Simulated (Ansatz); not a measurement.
# GaSi2P (zincblende [110] superlattice) (Pmn2_1): the gap up the ladder of methods

Wanted: a ladder of band gaps for GaSi2P (zincblende [110] superlattice) (Pmn2_1), from density functionals to G0W0.

Program: Ansatz 0.2.0. Level of theory: density functionals, hybrids and G0W0, plane waves, PAW. Results are calculated unless marked as measured.

The structure was built from a prototype and need not be the compound's stable phase.

### Step 1. The structure

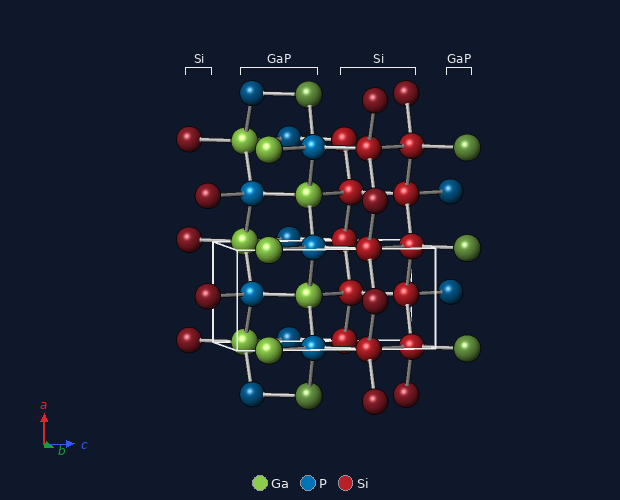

Start, viewed from the side, with the c axis across the page; gallium green, phosphorus blue, silicon red. 2×1×1 cells are drawn. Some periodic images of atoms are drawn too.

Coordinates:

```cif
data_structure
_symmetry_space_group_name_H-M 'P 1'
_symmetry_Int_Tables_number 1
_cell_length_a 3.8422
_cell_length_b 5.4375
_cell_length_c 7.6838
_cell_angle_alpha 90.000
_cell_angle_beta 90.000
_cell_angle_gamma 90.000
_cell_volume 160.53
loop_
_atom_site_label
_atom_site_type_symbol
_atom_site_fract_x
_atom_site_fract_y
_atom_site_fract_z
_atom_site_occupancy
Ga1 Ga 0.00000 0.01055 0.11957 1
P2 P 0.50000 0.26586 0.12631 1
Ga3 Ga 0.50000 0.51055 0.38151 1
P4 P 0.00000 0.76586 0.37477 1
Si5 Si 0.00000 0.98757 0.62519 1
Si6 Si 0.50000 0.23603 0.62752 1
Si7 Si 0.50000 0.48756 0.87589 1
Si8 Si 0.00000 0.73603 0.87355 1
```

The structure was relaxed with PBEsol. The runs that relaxed it are not among those shown.

The logs state that the PAW files were generated under PBE.

### Step 2. PBEsol on the 6×4×4 mesh

Levels along a band path and on the mesh show where this functional puts the band edges.

This step: DFT, PBEsol, plane waves, PAW; PAW set soft_1.

input.yaml

```yaml
crystal:
  lattice:
    - [3.8421518345, 0.0, 0.0]
    - [0.0, 5.4375237944, -2.7723e-06]
    - [0.0, -3.9206e-06, 7.6837636921]
  atoms:
    - { symbol: Ga, position: [0.0, 0.0105496704, 0.1195673502] }
    - { symbol: P, position: [0.5, 0.265858094, 0.1263065093] }
    - { symbol: Ga, position: [0.5, 0.5105497565, 0.3815072346] }
    - { symbol: P, position: [0.0, 0.7658580403, 0.374768288] }
    - { symbol: Si, position: [0.0, -0.0124346698, 0.6251886117] }
    - { symbol: Si, position: [0.5, 0.2360271927, 0.62751969] }
    - { symbol: Si, position: [0.5, 0.4875649328, 0.8758864662] }
    - { symbol: Si, position: [0.0, 0.736026983, 0.8735545645] }
kpoints:
  mp_grid: { grid: [6, 4, 4] }
  band_path:
    path:
      - [0.0, 0.0, 0.0]
      - [-0.5, 0.0, 0.0]
      - [-0.5, 0.0, 0.5]
      - [0.0, 0.0, 0.5]
      - [0.0, 0.0, 0.0]
      - [0.0, -0.5, 0.5]
      - [-0.5, -0.5, 0.5]
      - [-0.5, 0.0, 0.0]
      - [-0.5, -0.5, 0.0]
      - [0.0, -0.5, 0.0]
      - [0.0, 0.0, 0.0]
    npoints: 10
hamiltonian:
  xc: pbesol
  pseudopotentials: { kind: paw, azcp: { folder: soft_1 }, xc_functional: pbe }
scf:
  occupations: { method: fermi_dirac, width: 0.02 }
  n_extra_bands: 6
output:
  eigenvalues: true
  forces: true
  stress: true
  write_density: true
  write_potential: true
  elf: true
  volumetric_format: npy
```

Command:

```console
$ ansatz run input.yaml --threads 4 --pin off --max-ram 17510MiB --backend cpu --events-out ev --progress --plain --runs-dir out
```

Numbers of over 12 decimals in the logs are rounded to 6 here.

The program printed:

```text
Warning: the atoms were moved onto the symmetric positions of the space group found under crystal.symmetry.tolerance 1.0e-5 (fractional; no operation is sought that the atoms, as they stand in a round, miss by more than twice it, and no atom is moved by as much as it), and the run uses the moved positions. Before a round's move an operation carried an atom to 3.75e-6 Å from where it should land, the largest such dist [...]
scf.n_extra_bands = 6 over 26 filled bands (N_el = 52.0): the run solves 32 bands
Engine: ansatz 0.2.0, aarch64-unknown-linux-gnu
Pseudopotentials: kind: paw
Pseudopotential: Ga, paw, valence charge 13, recommended cutoff 420 eV (normal), soft_1/Ga.paw.azcp
Pseudopotential: P, paw, valence charge 5, recommended cutoff 420 eV (normal), soft_1/P.paw.azcp
Pseudopotential: Si, paw, valence charge 4, recommended cutoff 420 eV (normal), soft_1/Si.paw.azcp
Functional definition: PBEsol
  exchange = pbesol_x
  correlation = pbesol_c
Crystal: 8 atoms, lattice volume = 160.528 Å³
Basis set: ecut = 420 eV, 3115 PW (Γ), exchange–correlation on 54×80×108 points (8 copies of the dense FFT grid, shifted against one another)
Bands: 32, of which v1, the nominal top of the filled ones, is band 26 counted from 1 (25 counted from 0)
Symmetry: 4 space group operations
Space group: Pmn21 (ITA 31), of the structure as read, at distance tolerance 5.4e-5 Å
k-points: 36 of 96 (time reversal used)
Non-local potential: Ga, projectors of the file, l = 0: 2, l = 1: 2, l = 2: 3, l = 3: 1
Non-local potential: P, projectors of the file, l = 0: 2, l = 1: 2, l = 2: 1
Non-local potential: Si, projectors of the file, l = 0: 2, l = 1: 2, l = 2: 1
PAW form: soft (Blöchl's): semilocal exchange-correlation on the pseudo side does not see the compensation charge
PAW frozen core: Ga, regenerated for the run's functional, and the local potential with it (the file was generated under x = pbe(κ = 0.804, μ = 0.219515), c = pbe(β = 0.066725))
PAW frozen core: P, regenerated for the run's functional, and the local potential with it (the file was generated under x = pbe(κ = 0.804, μ = 0.219515), c = pbe(β = 0.066725))
PAW frozen core: Si, regenerated for the run's functional, and the local potential with it (the file was generated under x = pbe(κ = 0.804, μ = 0.219515), c = pbe(β = 0.066725))
PAW one-centre angular grid: Ga, 590 points (default); XC on 64 Gauss nodes
PAW one-centre angular grid: P, 110 points (default); XC on 64 Gauss nodes
PAW one-centre angular grid: Si, 110 points (default); XC on 64 Gauss nodes
Initial density: superposition of atomic densities (chi_scale 0.1, normalization cell, long waves kept (reshape's long-wave potential 0.06 eV rms))
Initial wavefunctions: pseudopotential atomic-orbital guess
Functional: x = pbesol(κ = 0.804, μ = 0.123457), c = pbesol(β = 0.046)
SCF iter   1: F=—  HF=-11454.713452 eV  |F-HF|=—  |Δ(HF+E_count)|=         —  Δρ=4.54e-2  dr2=3.08e0  ethr=3.10e-3  ⟨swp⟩=9.2  Hψ=6295  notcnv=0
preconditioner: auto → Resta (q_TF=auto, 2.261 Å⁻¹)  ε∞=4.5  [insulator: Δε(μ)=1.079 eV  Ē_g=11.344 eV  σ=0.020 eV  W_gap=1.00  n_scr=32 (ndim 8)  ℏωp=21.1 eV  f_vac=0.000  D(μ)=0.00/eV (n_scr^D=0)  ε∞_Penn≈4.5]
SCF iter   2: F=—  HF=-11454.115367 eV  |F-HF|=—  |Δ(HF+E_count)|=   5.98e-1  Δρ=2.60e-2  dr2=9.31e-1  ethr=3.10e-3  ⟨swp⟩=2.9  Hψ=1731  notcnv=0  defer=64
SCF iter   3: F=—  HF=-11453.908076 eV  |F-HF|=—  |Δ(HF+E_count)|=   2.07e-1  Δρ=4.97e-3  dr2=3.06e-2  ethr=1.79e-3  ⟨swp⟩=3.4  Hψ=2197  notcnv=0  defer=64
SCF iter   4: F=—  HF=-11453.883207 eV  |F-HF|=—  |Δ(HF+E_count)|=   2.49e-2  Δρ=1.91e-3  dr2=8.12e-3  ethr=5.88e-5  ⟨swp⟩=3.7  Hψ=2412  notcnv=0  defer=66
SCF iter   5: F=—  HF=-11453.883060 eV  |F-HF|=—  |Δ(HF+E_count)|=   1.46e-4  Δρ=7.04e-4  dr2=9.84e-4  ethr=1.56e-5  ⟨swp⟩=2.1  Hψ=2179  notcnv=0  defer=64
SCF iter   6: F=—  HF=-11453.883855 eV  |F-HF|=—  |Δ(HF+E_count)|=   7.94e-4  Δρ=1.33e-4  dr2=3.93e-5  ethr=1.89e-6  ⟨swp⟩=2.6  Hψ=1896  notcnv=0  defer=64
SCF iter   7: F=—  HF=-11453.883878 eV  |F-HF|=—  |Δ(HF+E_count)|=   2.33e-5  Δρ=2.03e-5  dr2=6.94e-7  ethr=7.56e-8  ⟨swp⟩=2.2  Hψ=1871  notcnv=0  defer=64
SCF iter   8: F=-11453.883879 eV  HF=-11453.883879 eV  |F-HF|=5.98e-8  |Δ(HF+E_count)|=   1.22e-6  Δρ=6.74e-6  dr2=5.64e-8  ethr=1.92e-10  ⟨swp⟩=20.3  Hψ=10306  notcnv=0
SCF 1 converged in 8 iterations: F = -11453.883879 eV  dr2 = 5.64e-8
[...]
NSCF: frozen V_eff on 101 k-points
SCF converged after 8 iterations
Free energy (F): -11453.883879 eV
Harris-Foulkes:  -11453.883879 eV  (|F-HF|=5.98e-8)
Internal energy: -11453.883879 eV  (E = F + TS)
E sigma→0 (E₀):  -11453.883879 eV
Fermi energy:    7.138358 eV
--- Per-component energies (eV) ---
  E_band       = -111.462826
  E_kinetic    = 524.222837
  E_local      = -4167.413819  (includes V_loc(G=0)·N_el)
  E_nonlocal   = -27.965731
  E_hartree    = 2410.216467
  E_xc         = -494.193652
  E_vxc        = -426.148345  (∫ρ·V_xc dr)
  E_paw        = -6980.713503  (= ΣΔE_a)
  E_vpaw       = -834.580716  (= ΣTr[D̂ρ^β])
  E_aug_tail   = -0.000261  (compensation charges beyond the density's cutoff)
  E_ewald      = -2719.980611
  E_core_change = 1.944393  (= ΣΔE_core)
  E_smearing   = -0.000000  (= −TS)
  E_closure    = -0.000000  (closes the sum)
  Σ components = -11453.883879   (vs F -11453.883879, Δ=0.00e0)
--- Forces (eV/Å), atoms counted from 1 ---
  atom   1  Ga    -0.00000000    -0.00053193    -0.00256107
  atom   2  P      0.00000000    -0.00008575     0.00186042
  atom   3  Ga    -0.00000000    -0.00053193     0.00256107
  atom   4  P      0.00000000    -0.00008575    -0.00186042
  atom   5  Si    -0.00000000    -0.00033898    -0.00009156
  atom   6  Si    -0.00000000     0.00097830    -0.00016954
  atom   7  Si    -0.00000000    -0.00033898     0.00009156
  atom   8  Si    -0.00000000     0.00097830     0.00016954
  max |Σ_I F_I| component: 4.33e-5 eV/Å
--- Stress (GPa, compression-positive) ---
        0.023406      -0.000000       0.000000
       -0.000000       0.009480       0.000000
        0.000000       0.000000      -0.014545
  P = ⅓ Tr σ = 0.0061 GPa (0.061 kbar)
--- Band table (eV; the first three rows and the last of 36) ---
  k-point 0: bands = [... 22 lower, 5.3997, 6.6078, 6.7042, 6.7380, 7.5829, 7.7250, 8.8207, 9.4864, ... 2 higher]
  k-point 1: bands = [... 22 lower, 5.5512, 5.8862, 6.2223, 6.6647, 7.7428, 8.7400, 8.7712, 9.5309, ... 2 higher]
  k-point 2: bands = [... 22 lower, 5.0132, 5.3670, 6.2442, 6.5046, 7.9197, 8.4114, 9.6422, 9.7575, ... 2 higher]
  k-point 35: bands = [... 22 lower, 4.4324, 4.4324, 4.7441, 4.7441, 9.6459, 9.6459, 9.9373, 9.9373, ... 2 higher]
```

Elapsed: 11 s, on 4 threads of Arm Neoverse V2, shared host; peak memory 0.64 GiB.

Numbers from this step:

```
pressure             : 0.006114 GPa
filled bands         : 26
gap                  : 0.7755 eV
valence top at       : Γ
conduction bottom at : k = (0.000, -0.150, 0.000)
least direct gap     : 0.8450 eV
```

Over mesh and path the gap is 0.775 eV, from k = Γ to k = (0.000, -0.150, 0.000). The least direct gap found is 0.845 eV, at k = Γ. On the 6×4×4 mesh alone the same run gives 0.822 eV, so that mesh misses an edge of PBEsol: 0.822 − 0.775 = +0.047 eV. The program's warnings for this run: structure snapped to symmetry.

### Step 3. PBEsol+SOC on the 6×4×4 mesh

This run has two-component orbitals with spin-orbit coupling.

This step: DFT, PBEsol with spin-orbit coupling, plane waves, PAW; PAW set soft_1.

Edit input.yaml of step 2 so:

```diff
@@ -22,16 +22,17 @@
       - [0.0, 0.0, 0.5]
-      - [0.0, 0.0, 0.0]
       - [0.0, -0.5, 0.5]
       - [-0.5, -0.5, 0.5]
-      - [-0.5, 0.0, 0.0]
       - [-0.5, -0.5, 0.0]
       - [0.0, -0.5, 0.0]
-      - [0.0, 0.0, 0.0]
-    npoints: 10
+      - [0.0, -0.15, 0.0]
+    npoints: 1
 hamiltonian:
   xc: pbesol
-  pseudopotentials: { kind: paw, azcp: { folder: soft_1 }, xc_functional: pbe }
+  pseudopotentials: { kind: paw_fr, azcp: { folder: soft_1 }, xc_functional: pbe }
 scf:
   occupations: { method: fermi_dirac, width: 0.02 }
-  n_extra_bands: 6
+  n_extra_bands: 12
+magnetization:
+  noncollinear: true
+  spin_orbit: true
 output:
@@ -40,5 +41 @@
   stress: true
-  write_density: true
-  write_potential: true
-  elf: true
-  volumetric_format: npy
```

The program printed:

```text
[...]
non-collinear run that drives no moment, with spin-orbit: no starting moment large enough to seed its density (crystal.atoms[].spin), no starting occupations that ask for one, no magnetisation constraint and no magnetic field, so the semilocal B_xc is pinned to zero
Crystal: 8 atoms, lattice volume = 160.528 Å³
Basis set: ecut = 420 eV, 3115 PW (Γ), exchange–correlation on 54×80×108 points (8 copies of the dense FFT grid, shifted against one another)
Bands: 64, of which v1, the nominal top of the filled ones, is band 52 counted from 1 (51 counted from 0)
Symmetry: 4 space group operations + 4 with time reversal
[...]
k-points: 36 of 96 (time reversal used)
Projection manifold: j_resolved (fully-relativistic pseudo-atomic orbitals)
[...]
atom   4  P      0.00000000    -0.00089217    -0.00266915
  atom   5  Si    -0.00000000    -0.00027131    -0.00008279
  atom   6  Si     0.00000000     0.00168230    -0.00103642
  atom   7  Si    -0.00000000    -0.00027131     0.00008279
  atom   8  Si    -0.00000000     0.00168230     0.00103642
  max |Σ_I F_I| component: 1.45e-5 eV/Å
--- Stress (GPa, compression-positive) ---
        0.014828      -0.000000       0.000000
       -0.000000       0.000667       0.000000
        0.000000       0.000000      -0.023265
  P = ⅓ Tr σ = -0.0026 GPa (-0.026 kbar)
--- Band table (eV; the first three rows and the last of 36) ---
  k-point 0: bands = [... 48 lower, 6.7033, 6.7033, 6.7498, 6.7498, 7.5828, 7.5828, 7.7249, 7.7249, ... 8 higher]
  k-point 1: bands = [... 48 lower, 6.2125, 6.2300, 6.6646, 6.6661, 7.7424, 7.7428, 8.7386, 8.7411, ... 8 higher]
  k-point 2: bands = [... 48 lower, 6.2442, 6.2442, 6.5043, 6.5043, 7.9194, 7.9194, 8.4113, 8.4113, ... 8 higher]
  k-point 35: bands = [... 48 lower, 4.7436, 4.7436, 4.7440, 4.7440, 9.6425, 9.6425, 9.6486, 9.6486, ... 8 higher]
[key lines of the parts left out:]
SCF converged after 9 iterations
Magnetization: |M| = 0.0000 μB,  M = (+0.0000, +0.0000, +0.0000) μB
Free energy (F): -11454.050757 eV
Fermi energy:    7.143221 eV
```

Elapsed: 35 s, on 4 threads; peak memory 1.4 GiB.

This step gave:

- pressure: -0.002590 GPa
- gap: 0.7635 eV
- valence top at: Γ
- conduction bottom at: k = (0.000, -0.150, 0.000)
- least direct gap: 0.8330 eV

Over mesh and listed points the gap is 0.764 eV, from k = Γ to k = (0.000, -0.150, 0.000). The least direct gap found is 0.833 eV, at k = Γ. On the 6×4×4 mesh alone the same run gives 0.810 eV, so that mesh misses an edge of PBEsol+SOC: 0.810 − 0.764 = +0.046 eV. PBEsol+SOC against PBEsol: 0.764 − 0.775 = −0.011 eV, with the same mesh, set of files (read in its fully relativistic form for the spin-orbit run) and cutoff, and both edges at the same k points. The spin-orbit run sees mesh and listed points alone, so its gap is an upper bound: the coupling can move an edge off these points, the more so as this crystal has no centre of inversion, and the change over the zone, its sign included where it is small, is not known. The program's warnings for this run: structure snapped to symmetry.

### Step 4. HSE06 on the 4×4×2 mesh

HSE06 mixes in a quarter of exact exchange at short range.

This step: DFT, HSE06, plane waves, PAW; PAW set soft_1.

Edit input.yaml of step 3 so:

```diff
@@ -15,3 +15,3 @@
 kpoints:
-  mp_grid: { grid: [6, 4, 4] }
+  mp_grid: { grid: [4, 4, 2] }
   band_path:
@@ -29,13 +29,8 @@
 hamiltonian:
-  xc: pbesol
-  pseudopotentials: { kind: paw_fr, azcp: { folder: soft_1 }, xc_functional: pbe }
+  xc: hse06
+  pseudopotentials: { kind: paw, azcp: { folder: soft_1 } }
 scf:
-  occupations: { method: fermi_dirac, width: 0.02 }
-  n_extra_bands: 12
-magnetization:
-  noncollinear: true
-  spin_orbit: true
+  occupations: { method: fixed }
+  n_extra_bands: 6
 output:
   eigenvalues: true
-  forces: true
-  stress: true
```

The program printed:

```text
[...]
davidson cushion auto → on  (no smearing: the cushion is to keep the highest requested band from converging to the state above it; pin scf.eigensolver.cushion to override)
Crystal: 8 atoms, lattice volume = 160.528 Å³
Basis set: ecut = 420 eV, 3115 PW (Γ)
Bands: 32, of which v1, the nominal top of the filled ones, is band 26 counted from 1 (25 counted from 0)
Symmetry: 4 space group operations
[...]
Fermi energy:    6.427942 eV
[...]
--- Band table (eV; the first three rows and the last of 18) ---
  k-point 0: bands = [... 22 lower, 4.9829, 6.3157, 6.4199, 6.4279, 8.0091, 8.1879, 9.4446, 10.0766, ... 2 higher]
  k-point 1: bands = [... 22 lower, 4.6554, 5.0517, 5.8864, 6.1830, 8.3803, 8.9106, 10.3284, 10.3970, ... 2 higher]
  k-point 2: bands = [... 22 lower, 4.9495, 5.0473, 5.6940, 5.7584, 7.9913, 8.9289, 9.1062, 9.7748, ... 2 higher]
  k-point 17: bands = [... 22 lower, 3.9797, 3.9797, 4.3231, 4.3231, 10.2191, 10.2191, 10.4873, 10.4873, ... 2 higher]
[key lines of the parts left out:]
Free energy (F): -11625.943595 eV
```

Run time: 73 s. Hardware: 4 threads; peak memory 3 GiB.

Numbers from this step:

```
gap                     : 1.515 eV
valence top at          : Γ
conduction bottom at    : k = (0.000, -0.150, 0.000)
least direct gap        : 1.581 eV
exact-exchange fraction : 0.25
```

Over mesh and listed points the gap is 1.515 eV, from k = Γ to k = (0.000, -0.150, 0.000). The least direct gap found is 1.581 eV, at k = Γ. On the 4×4×2 mesh alone the same run gives 1.553 eV, so that mesh misses an edge of HSE06: 1.553 − 1.515 = +0.038 eV. HSE06 against PBEsol: 1.515 − 0.775 = +0.740 eV. The runs also differ in mesh (6×4×4 and 4×4×2), so how much of this comes from the functional alone is not known. The program's warnings for this run: structure snapped to symmetry.

(Part 1 of 2 ends here.)

[Paths, hosts, dates, memory and timing lines, banners, echoed tables and standing remarks are left out of the program output.]

[Logs are printed without paths, hosts, clocks, repeated set-up lines and the standing remarks that a program may print on its own settings, such as how far it seeks lower states.]

[Runs of the session that timed out or met a known fault of the program may be left out.]

[Cells called generated may have been cut or substituted from an entry of the Crystallography Open Database or the Materials Project.]

[Hosts, paths, dates, database ids (printed as entryN), source tags and the programs' standing remarks are cut or masked in the printed files.]

[Where an RPA ε∞ is given, it is that of the G0W0 mesh and is not shown converged in it. Names of k-points follow the symmetry that the program found, which can be lower than the space group named. Band edges on a path are those of the sampled points; other points can move an edge, and change direct to indirect where valleys lie close.]

[Hybrid gaps are those of their k-mesh and are not shown converged in it.]
